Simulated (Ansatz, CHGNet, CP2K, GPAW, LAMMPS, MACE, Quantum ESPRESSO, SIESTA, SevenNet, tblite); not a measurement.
# Glassy 74TiO2-26ZrO2 (mol %) (105 atoms) in tblite

Wanted: tblite inputs and outputs for glassy 74TiO2-26ZrO2 (mol %) (105 atoms), checked against a plane-wave reference.

Calculated with tblite 0.8.0; the method is named at each step.

## 1. Set-up

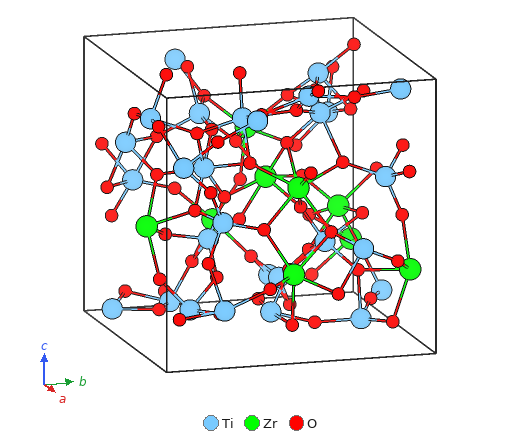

The cell as given, slightly off an axis (titanium blue, zirconium green, oxygen red). Bonds to atoms that aren't drawn are left out. Some periodic images of atoms are drawn too.

The cell holds 105 atoms: 26 Ti, 9 Zr and 70 O. Its edges and angles: a = 11.023 Å, b = 11.023 Å, c = 11.023 Å, α = 90.0°, β = 90.0°, γ = 90.0°. 105 atoms (26 Ti, 9 Zr, 70 O) placed at random at 3.98 g/cm³, melted at 4000 K for 10 ps at fixed volume with the Morse and Coulomb pair potential with partial charges (Pedone, Malavasi, Menziani, Cormack and Segre, J. Phys. Chem. B 110, 11780 (2006)). Quenched from 4000 K to 300 K at 50 K/ps and fixed volume, held 10 ps at zero pressure, then minimised at fixed cell.

The yardstick, on the same geometry:

| Property | Result |
| --- | --- |
| method | Kohn-Sham DFT, PBE, PAW, plane waves (Ansatz 0.2.0); cutoff 420 eV, Γ point, fermi-dirac smearing of 0.05 eV; PAW set soft_2 |
| r.m.s. force component | 0.5982 eV/Å |
| longest force | 2.524 eV/Å |
| pressure | 1.119 GPa |
| gap (highest filled to lowest empty level) | 2.452 eV |
| SCF cycles | 12 |
| time | 47 s on 4 threads of Arm Neoverse V1, shared host |
| CPU time | 3 min |

## 2. GFN1-xTB

Method: GFN1-xTB tight binding, diagonalisation.

Input file run.py:

```python
import numpy as np
from ase.io import read
from tblite.ase import TBLite

atoms = read("structure.xyz")
atoms.calc = TBLite(method="GFN1-xTB", electronic_temperature=580, accuracy=1.0, max_iterations=250, mixer_damping=0.4, verbosity=1)
energy = atoms.get_potential_energy()
forces = atoms.get_forces()
print(f"energy {energy:.6f} eV")
print("forces (eV/A)")
for i, (a, f) in enumerate(zip(atoms, forces)):
    print(f"{i:4d} {a.symbol:2s} {f[0]:10.5f} {f[1]:10.5f} {f[2]:10.5f}")
stress = -atoms.get_stress(voigt=False) * 160.21766
print("stress (GPa, compression positive)")
for row in stress:
    print(" ".join(f"{x:10.4f}" for x in row))
print("charges (e)")
print(np.array2string(atoms.get_charges(), precision=4, suppress_small=True, max_line_width=110, threshold=100000))
```

Input file structure.xyz:

```xyz
105
Lattice="11.02260 0.00000 0.00000 0.00000 11.02260 0.00000 0.00000 0.00000 11.02260" Properties=species:S:1:pos:R:3 pbc="T T T"
Ti 6.11346 7.98213 3.61365
Ti 3.83090 11.00518 0.94034
Ti 2.65457 2.68962 0.78018
Ti 10.88372 8.10326 4.37917
Ti 2.85673 8.70664 9.59506
Ti 7.44863 4.20347 9.13597
Ti 3.78141 0.54408 7.58190
Ti 9.22371 6.37580 10.25741
Ti 6.64872 2.29987 1.37099
Ti 2.86257 3.84171 8.30773
Ti 6.80436 0.63567 9.20211
Ti 10.17981 0.95952 7.94994
Ti 6.24926 7.74415 8.82822
Ti 0.62410 7.36828 1.08385
Ti 8.06050 9.86710 6.52637
Ti 1.73507 1.45862 5.55087
Ti 10.99780 3.73258 9.84417
Ti 4.49447 3.71043 3.64451
Ti 9.85476 9.93731 10.44557
Ti 3.45327 6.90367 1.64380
Ti 8.83803 2.97632 5.31499
Ti 0.91157 9.68038 7.52237
Ti 6.85870 9.23143 0.59412
Ti 5.96301 3.08269 6.86895
Ti 6.44227 5.66870 1.01419
Ti 10.07355 2.67309 2.07280
Zr 0.88258 10.64232 2.36776
Zr 7.98554 6.32918 6.29699
Zr 8.98121 5.84032 3.06627
Zr 0.88798 6.34990 7.13658
Zr 4.42646 6.07147 5.96598
Zr 3.31461 9.38718 4.32152
Zr 5.98825 0.73047 4.68835
Zr 1.50293 4.79384 3.67901
Zr 8.58209 10.71595 2.85992
O 0.76662 0.49822 6.85198
O 5.35599 9.74607 4.47253
O 0.25870 9.23815 0.88302
O 6.20727 6.95735 5.09200
O 3.55181 5.26814 4.11694
O 10.47863 7.19908 2.53343
O 9.43612 8.17271 10.14443
O 0.47772 8.51099 6.17817
O 1.82435 1.12232 1.12486
O 0.16358 10.11709 9.15240
O 8.93723 0.31205 9.38563
O 2.69029 3.59127 2.34848
O 7.37588 4.52720 7.27866
O 9.64191 10.36356 7.04895
O 8.54351 5.90216 0.94001
O 8.36560 2.99638 1.55364
O 7.03815 2.46509 8.53634
O 9.25976 4.42800 9.64676
O 2.78982 5.35809 7.07419
O 1.61823 3.21254 5.06268
O 5.22868 4.14218 5.46578
[... 45 atom lines left out ...]
O 9.46621 2.19184 3.86717
O 6.90588 6.26932 2.77560
O 2.46620 7.66159 0.28262
O 5.36294 10.08116 1.00791
```

The run is started by

```sh
$ OMP_NUM_THREADS=1 python run.py > output.txt
```

The program printed:

```text
------------------------------------------------------------
  cycle        total energy    energy error   density error
------------------------------------------------------------
      1     -304.3268510489  -3.0454672E+02   1.3680106E+00
      2     -337.2947096872  -3.2967859E+01   2.9843684E+00
      3     -119.1643012184   2.1813041E+02   1.5824778E+00
      4     -308.6058883494  -1.8944159E+02   1.1249422E+00
      5     -354.4025347938  -4.5796646E+01   8.3469514E-01
      6     -350.4577770659   3.9447577E+00   7.2869174E-01
      7     -368.9034609984  -1.8445684E+01   5.9490390E-01
      8     -370.2579012155  -1.3544402E+00   5.2020782E-01
      9     -371.6661381883  -1.4082370E+00   4.4593602E-01
     10     -375.1905737670  -3.5244356E+00   3.1783985E-01
     11     -377.7665448078  -2.5759710E+00   2.3197003E-01
     12     -378.6619031706  -8.9535836E-01   1.5675638E-01
     13     -379.0957040938  -4.3380092E-01   1.1696775E-01
     14     -379.4445590907  -3.4885500E-01   6.0834621E-02
     15     -379.6106389858  -1.6607990E-01   3.4002694E-02
     16     -379.6062352668   4.4037190E-03   2.8979501E-02
     17     -379.6270390401  -2.0803773E-02   2.2769319E-02
     18     -379.6411304176  -1.4091378E-02   1.7117730E-02
     19     -379.6480796939  -6.9492762E-03   1.3914771E-02
     20     -379.6496754173  -1.5957235E-03   1.2317818E-02
     21     -379.6522413026  -2.5658853E-03   1.0877857E-02
     22     -379.6564576510  -4.2163483E-03   8.0146042E-03
     23     -379.6575348817  -1.0772307E-03   7.2151590E-03
     24     -379.6591742269  -1.6393452E-03   5.8638339E-03
[...]
29     -379.6622545308  -1.7864806E-04   9.0791795E-04
     30     -379.6623040951  -4.9564299E-05   4.0010889E-04
     31     -379.6623154491  -1.1353967E-05   1.4954845E-04
     32     -379.6623157766  -3.2752450E-07   1.2345786E-04
     33     -379.6623165664  -7.8986341E-07   6.5456728E-05
     34     -379.6623167479  -1.8148341E-07   3.8703377E-05
     35     -379.6623168362  -8.8320974E-08   2.6710368E-05
     36     -379.6623168629  -2.6666555E-08   1.9034951E-05
------------------------------------------------------------
 total:                                   9.641 sec
energy -10331.137863 eV
forces (eV/A)
   0 Ti   -0.08415   -0.31787    0.20217
   1 Ti   -0.72427   -0.41156    0.95172
   2 Ti   -0.91468   -1.38308    1.23766
   3 Ti   -0.07443    0.62661   -0.40281
   4 Ti    0.34334   -0.20226   -0.17208
   5 Ti    0.39807    0.58104   -0.54941
   6 Ti    0.18529    0.92474   -0.59736
   7 Ti   -0.42091    0.22234    0.34730
   8 Ti    1.12186   -0.40531    0.79018
   9 Ti    0.45956   -0.05948   -0.60775
  10 Ti   -0.34846   -0.22181   -0.12412
  11 Ti    0.12665    0.56247   -0.46276
  12 Ti    0.00432   -1.57614   -0.80957
  13 Ti   -0.67094   -0.03396    1.06229
  14 Ti   -0.48653    0.80108   -0.09646
  15 Ti   -0.25356   -0.20986   -1.90230
  16 Ti    0.49108    0.02274   -0.34206
  17 Ti   -0.00089   -0.79782    0.34695
  18 Ti   -0.17904   -0.87429    0.12405
  19 Ti   -0.49441   -0.16348    0.86999
  20 Ti   -0.69708    0.12575   -0.60179
  21 Ti   -0.09070   -0.34286    0.01567
  22 Ti   -0.41700   -0.32027   -0.07075
  23 Ti   -0.55855    0.39690   -0.43992
[...]
97 O     0.28649    0.02059    0.65966
  98 O    -0.18636    0.34544    0.17625
  99 O     0.74377    0.48192   -1.07439
 100 O    -0.64039   -0.19667    0.13024
 101 O    -0.26689    0.60714    0.93294
 102 O    -0.34886   -0.34557   -0.87823
 103 O     0.59387    0.02660   -0.28657
 104 O     0.29668    0.16771   -0.44156
stress (GPa, compression positive)
   -9.2193     0.1118    -0.9616
    0.1118   -13.0252    -0.1617
   -0.9616    -0.1617   -12.2998
charges (e)
[ 0.8729  0.8635  0.8569  0.8957  0.906   0.9126  0.9055  0.8952  0.9178  0.9164  0.9546  0.9224  0.9225
  0.8801  0.8173  0.8672  0.8974  0.8685  0.9424  0.8667  0.8449  0.9104  0.8765  0.8967  0.9225  0.8999
  1.1014  1.1019  1.1127  1.0881  1.083   1.0667  1.0972  1.093   1.1198 -0.4502 -0.5181 -0.4849 -0.4875
 -0.5164 -0.4822 -0.446  -0.4564 -0.4811 -0.4524 -0.4627 -0.4742 -0.4839 -0.4582 -0.4812 -0.4525 -0.4463
 -0.441  -0.4954 -0.501  -0.4771 -0.4898 -0.4606 -0.4592 -0.485  -0.4616 -0.4928 -0.4448 -0.4562 -0.5116
 -0.4976 -0.4988 -0.4793 -0.4683 -0.4328 -0.445  -0.4957 -0.5239 -0.4574 -0.4663 -0.4535 -0.4329 -0.4407
 -0.4987 -0.4586 -0.4803 -0.4377 -0.4814 -0.4489 -0.4555 -0.4401 -0.4596 -0.4745 -0.4831 -0.4755 -0.5457
 -0.4465 -0.5182 -0.5199 -0.4327 -0.5359 -0.4748 -0.4452 -0.4631 -0.487  -0.4943 -0.4643 -0.4866 -0.447
 -0.4386]
```

It took 11 s on 1 thread of Arm Neoverse V1, shared host; peak memory 0.14 GiB.

Banners, paths, timers and routine set-up lines are dropped from the logs unmarked, and long logs keep their key lines alone; longer cuts are marked.

Numbers from this run, and their distance from the reference:

| Quantity | Value |
| --- | --- |
| r.m.s. force component | 0.5139 eV/Å |
| r.m.s. difference of force components | 730.8 meV/Å |
| longest difference of force vectors | 3001 meV/Å |
| force difference over r.m.s. force | 122.2 % |
| slope of forces against the reference's | 0.1228 |
| correlation of force components | 0.1429 |
| pressure | -11.51 GPa |
| pressure difference | -12.63 GPa |

Length of the force difference by element (eV/Å):

| element | atoms | mean | most |
| --- | --- | --- | --- |
| O | 70 | 1.3 | 3.0 |
| Ti | 26 | 0.92 | 1.9 |
| Zr | 9 | 0.50 | 0.65 |

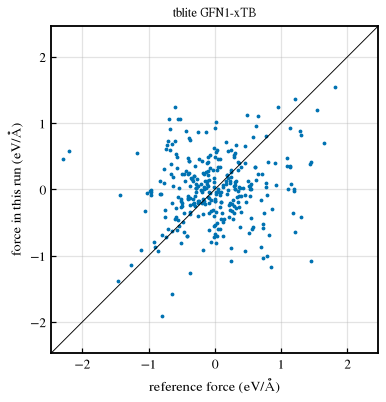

Force components against those of the reference; the line marks equality.

A closer look about Ti15, whose charge lies farthest from its element's mean: 9 atoms, nearest first, numbered in the order of the input, with positions taken from that point.

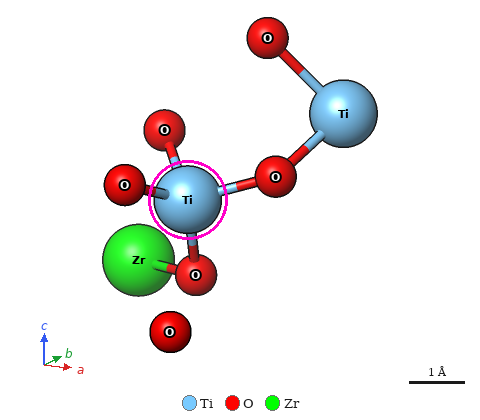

The atoms of the table, within 3.4 Å (arrows a, b, c point along x, y, z); some may hide others; the central atom is ringed.

| atom | x | y | z | distance (Å) | bonds | Mulliken charge (e) | Fx | Fy | Fz (eV/Å) |
| --- | --- | --- | --- | --- | --- | --- | --- | --- | --- |
| Ti15 | 0.00 | 0.00 | 0.00 | 0.00 | 4 | 0.82 | -0.49 | 0.80 | -0.10 |
| O49 | 1.58 | 0.50 | 0.52 | 1.74 | 3 | -0.46 | -0.42 | -0.12 | 0.07 |
| O61 | -1.06 | 1.03 | 0.96 | 1.76 | 2 | -0.46 | 0.42 | -0.10 | 0.52 |
| O69 | -0.44 | -1.62 | 0.59 | 1.77 | 3 | -0.47 | -0.07 | 0.57 | 0.06 |
| O79 | -0.24 | 0.75 | -1.64 | 1.82 | 3 | -0.50 | 0.40 | -0.35 | 0.46 |
| O94 | 1.03 | -2.54 | -1.82 | 3.29 | 3 | -0.52 | 0.25 | 0.02 | -0.12 |
| Ti12 | 2.12 | 2.12 | 1.42 | 3.32 | 6 | 0.92 | 0.13 | 0.56 | -0.46 |
| O46 | 0.88 | 1.47 | 2.86 | 3.33 | 3 | -0.46 | 0.01 | -0.15 | 0.04 |
| Zr33 | -2.07 | 1.89 | -1.84 | 3.35 | 6 | 1.10 | -0.68 | -0.04 | -0.02 |

Atoms are counted from 1 here, from 0 in the log.

Forces lie 122 % from the reference's, at 0.061 times its CPU time (on 1 against 4 cores).

## 3. Outcome

```yaml
force_difference_from_the_reference: tblite GFN1-xTB, 122 %
its_cpu_time: 11 s
```

Tight binding differs by 122 % (tblite GFN1-xTB); it is another model, with fitted parameters of its own, and the xTB methods hold dispersion. One electronic-structure run takes under half the reference's CPU time: tblite GFN1-xTB, at 122 % in 11 s against 3 min, too far off to be of use; its pressure misses by -12.6 GPa. Periodic xTB results under one method name differ between programs and library versions. The quench rate of 50 K/ps is many orders above laboratory rates, so the cell is likely richer in defects and strain than a real sample. The network of bonds at the start is that of the classical potential that made the cell, and needn't be the one that DFT or experiment would give. The electronic-structure runs sample only Γ, in a cell whose shortest periodic width is 11 Å.

[Also dropped from logs without a mark: logging warnings of Python, and SIESTA's first energy breakdown and zero terms.]

[Logs are printed without paths, hosts, clocks, repeated set-up lines and the standing remarks that a program may print on its own settings, such as how far it seeks lower states.]

[Hosts, paths, dates, database ids (printed as entryN), source tags and the programs' standing remarks are cut or masked in the printed files.]
